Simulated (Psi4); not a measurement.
# A workflow on SiH2OF (SMILES O[SiH]F)

We compute a structure relaxation (doublet SiH2OF, UCAM-B3LYP/def2-SVPD), then the energy (singlet SiH2OF+, CAM-B3LYP/def2-SVPD), then a structure relaxation (singlet SiH2OF+, CAM-B3LYP/def2-SVPD), then the energy (singlet SiH2OF−, CAM-B3LYP/def2-SVPD), then a structure relaxation (singlet SiH2OF−, CAM-B3LYP/def2-SVPD) of FH2OSi. 

Program for the calculation: Psi4 1.11.

**1. The structure to begin with**

SiH2OF has 5 atoms, charge 0, and is taken as a doublet. SMILES: `O[SiH]F`. Geometry: relaxed at PBE0-D4/def2-TZVP. This is one conformer, not always the lowest. The run starts from this shape.

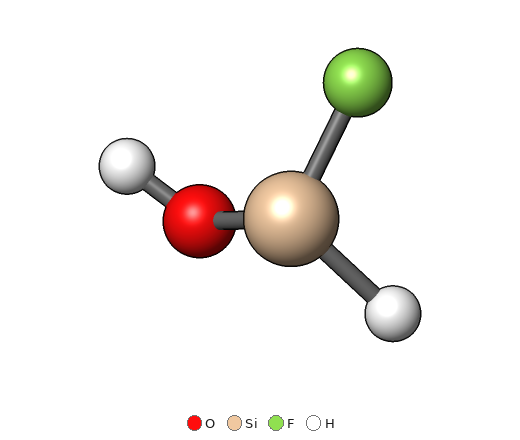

Viewed from a chosen angle; oxygen red, silicon light orange, fluorine green, hydrogen white.

**2. A structure relaxation at UCAM-B3LYP/def2-SVPD (density fitting) (run 1)**

Input file fh2osi.py:

```python
import psi4

psi4.set_memory(1600000000)
psi4.set_num_threads(1)
psi4.set_output_file('fh2osi.out', False)

molecule = psi4.geometry("""
0 2
O
Si 1 1.63644
F 2 1.603322 1 110.45623
H 1 0.958779 2 119.21977 3 -64.02481
H 2 1.489983 3 107.62165 1 114.44307
units angstrom
symmetry c1
""")

psi4.set_options({
    'basis': 'def2-SVPD',
    'reference': 'uks',
})

result, w = psi4.optimize("cam-b3lyp", return_wfn=True)
print(f'cam-b3lyp energy: {result:.10f} Eh')
print(molecule.to_string(dtype='xyz', units='Angstrom'))
```

Command:

```bash
$ python fh2osi.py
```

fh2osi.out, cut to the lines that bear on the results:

```text
[...]
  Running in c1 symmetry.
[...]
  Nuclear repulsion =  110.136754215632848
[...]
  Multiplicity = 2
[...]
  Nalpha       = 17
  Nbeta        = 16
[...]
    Number of basis functions: 86
[...]
   @DF-UKS iter   1:  -465.37448498560303   -3.78732e-01   8.21571e-03 DIIS/ADIIS
[...]
   @DF-UKS iter   7:  -465.55890991072476   -2.78533e-12   7.51079e-09 DIIS
[...]
   @S^2 Observed:                7.521806291E-01
[...]
  @DF-UKS Final Energy:  -465.55890991072476
   => Energetics <=
    Nuclear Repulsion Energy =            108.2528509389721307
    One-Electron Energy =                -860.1252826976949564
    Two-Electron Energy =                 316.8584940793712690
    DFT Exchange-Correlation Energy =     -30.5449722313732934
    Empirical Dispersion Energy =           0.0000000000000000
    VV10 Nonlocal Energy =                  0.0000000000000000
    Total Energy =                       -465.5589099107247648
[...]
  -Total Gradient:
     Atom            X                  Y                   Z
    ------   -----------------  -----------------  -----------------
       1       -0.000023782770     0.000015575173     0.000000731544
       2        0.000043414806     0.000091687009    -0.000085826096
       3        0.000050013402     0.000025911456    -0.000006025441
       4        0.000061873266     0.000073487974    -0.000019259245
       5        0.000013862264     0.000032694722    -0.000032982407
[...]
    Final optimized geometry and variables:
    Molecular point group: c1
    Full point group: C1
    Geometry (in Angstrom), charge = 0, multiplicity = 2:
    O
    SI            1    1.659922
    F             2    1.643078      1  109.757645
    H             1    0.961800      2  121.540453      3  -64.181735
    H             2    1.490645      3  107.001622      1  113.820232
[...]
```

Standard output:

```text
Optimizer: Optimization complete!
cam-b3lyp energy: -465.5589099107 Eh
5
0 2 FH2OSi
O                     0.008780520783     0.448227261686    -1.386317456593
Si                    0.008780520783     0.448227261686     0.273604375864
F                     0.008780520783    -1.098124152863     0.829034212372
H                     0.746670986033     0.091226828956    -1.889435501198
H                    -1.295289566879     1.053046621371     0.668086227008
```

It took 28 s on 1 thread of AMD EPYC 9R45 (Zen 5), shared host; peak memory 0.55 GiB.

Steps, from the record of the run:

| step | energy from the first frame kept (eV) | largest force (eV/Å) |
| --- | --- | --- |
| 0 | 0.0000 | 1.3703 |
| 1 | -0.0353 | 0.4140 |
| 2 | -0.0383 | 0.0731 |
| 3 | -0.0384 | 0.0235 |
| 4 | -0.0384 | 0.0096 |
| 5 | -0.0384 | 0.0068 |

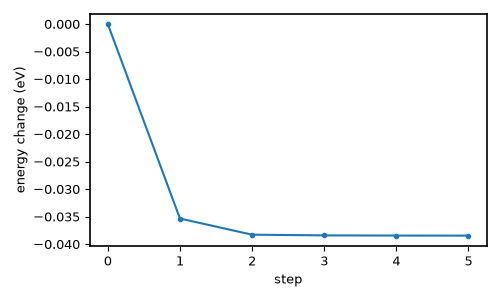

Energy along the run.

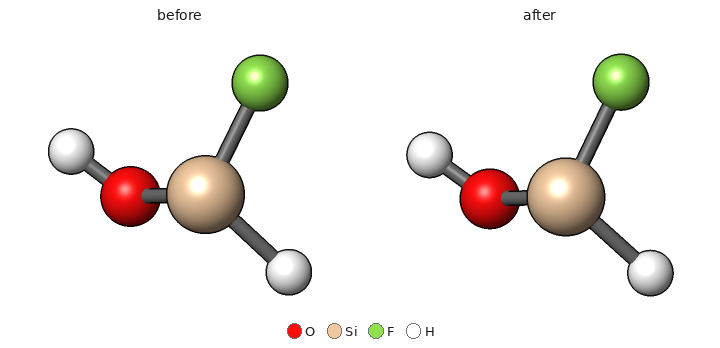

Before and after, at one scale.

After the run. Bond lengths: O1–Si2 1.660 Å, Si2–F3 1.643 Å, O1–H4 0.962 Å, Si2–H5 1.491 Å. Angles: O1–Si2–F3 109.8°, O1–Si2–H5 105.3°, F3–Si2–H5 107.0°, Si2–O1–H4 121.5°.

**3. The singlet cation: a single-point energy at CAM-B3LYP/def2-SVPD (density fitting) (run 2)**

Input file fh2osi.sdf:

```

     RDKit          3D

  5  4  0  0  0  0  0  0  0  0999 V2000
   -0.6206   -0.9040   -0.2742 O   0  0  0  0  0  0  0  0  0  0  0  0
    0.2914    0.2425    0.5062 Si  0  0  0  0  0  4  0  0  0  0  0  0
    0.2005    1.6697   -0.3029 F   0  0  0  0  0  0  0  0  0  0  0  0
   -1.5753   -0.8188   -0.3537 H   0  0  0  0  0  0  0  0  0  0  0  0
    1.7002   -0.2320    0.3960 H   0  0  0  0  0  0  0  0  0  0  0  0
  2  1  2  0
  3  2  1  0
  4  1  1  0
  5  2  1  0
M  CHG  1   1   1
M  END
$$$$
```

Input file job.py:

```python
import psi4
from rdkit import Chem

psi4.set_memory('1600 MB')
psi4.set_num_threads(1)
psi4.core.set_output_file('fh2osi.out', False)

rd = Chem.SDMolSupplier('fh2osi.sdf', removeHs=False, sanitize=False)[0]
xyz = rd.GetConformer().GetPositions()
atoms = '\n'.join(f'{a.GetSymbol()} {x:.4f} {y:.4f} {z:.4f}' for a, (x, y, z) in zip(rd.GetAtoms(), xyz))
mol = psi4.geometry('1 1\n' + atoms + '\nsymmetry c1')

psi4.set_options({
    'basis': 'def2-SVPD',
    'reference': 'rks',
})

E = psi4.energy("cam-b3lyp", molecule=mol)
print(f'total energy {E:.8f} hartree = {E * 27.211386:.5f} eV')
```

Command:

```bash
$ python job.py
```

fh2osi.out, cut to the lines that bear on the results:

```text
[...]
  Running in c1 symmetry.
[...]
  Nuclear repulsion =  108.253062339583607
[...]
  Multiplicity = 1
[...]
  Nalpha       = 16
  Nbeta        = 16
[...]
    Number of basis functions: 86
[...]
   @DF-RKS iter   1:  -465.02032888106254   -8.87855e-02   8.05366e-03 DIIS/ADIIS
[...]
   @DF-RKS iter   9:  -465.22104327581400   -1.47941e-08   3.03714e-07 DIIS
[...]
  @DF-RKS Final Energy:  -465.22104327581400
   => Energetics <=
    Nuclear Repulsion Energy =            108.2530623395836074
    One-Electron Energy =                -850.8542267067871308
    Two-Electron Energy =                 307.7074976022922215
    DFT Exchange-Correlation Energy =     -30.3273765109026989
    Empirical Dispersion Energy =           0.0000000000000000
    VV10 Nonlocal Energy =                  0.0000000000000000
    Total Energy =                       -465.2210432758139973
[...]
```

On the terminal:

```text
total energy -465.22104328 hartree = -12659.30938 eV
```

Wall time 3.3 s (1 thread of AMD EPYC 9R45 (Zen 5), shared host); peak memory 0.53 GiB.

[end of part 1 of 3]
